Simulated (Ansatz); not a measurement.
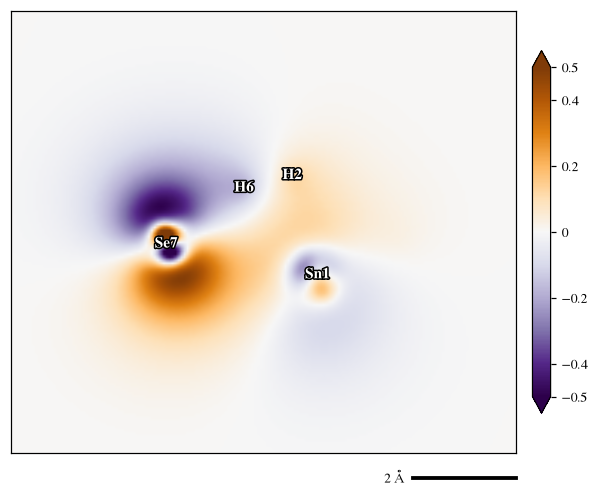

The picture shows: H₅SeSn···H. The HOMO−1 on the plane of atoms H2, Sn1 and Se7 (values in Å⁻³ᐟ²; the overall sign is arbitrary).

A transition-state structure; geometry: PBE0-D4/def2-TZVP; core potentials replace the inner electrons of Sn.

Level of theory: Ansatz, RKS PBE0-D4/def2-TZVPP.

Input

```
crystal:
  periodic: [false, false, false]
  atoms:
    - {symbol: Sn, position_ang: [-0.926966, 0.155277, -0.249259]}
    - {symbol: H, position_ang: [0.176545, -1.474541, 0.021672]}
    - {symbol: H, position_ang: [-0.557545, 1.558970, -1.141393]}
    - {symbol: H, position_ang: [-1.739837, 0.323330, 1.228657]}
    - {symbol: H, position_ang: [-1.813309, -0.862895, -1.324958]}
    - {symbol: H, position_ang: [0.836788, -0.941828, 0.485717]}
    - {symbol: Se, position_ang: [1.674880, 0.568091, 1.140518]}
    - {symbol: H, position_ang: [2.349344, 0.673495, -0.161054]}
basis:
  gaussian: {orbitals: def2-TZVPP}
hamiltonian: {xc: pbe0, dispersion: d4}
output: {orbitals: {seedname: orbitals}}
```

Command:

```sh
ansatz run in.yaml --threads 4 --pin off --events-out ev --progress --plain --max-ram 9574MiB
```

Question: Where does this orbital lie, and at what energy?

Answer: It lies mainly on Se7 (about 75 %) and Sn1 (about 10 %); largely a lone pair of Se7. Its energy is −6.93 eV.
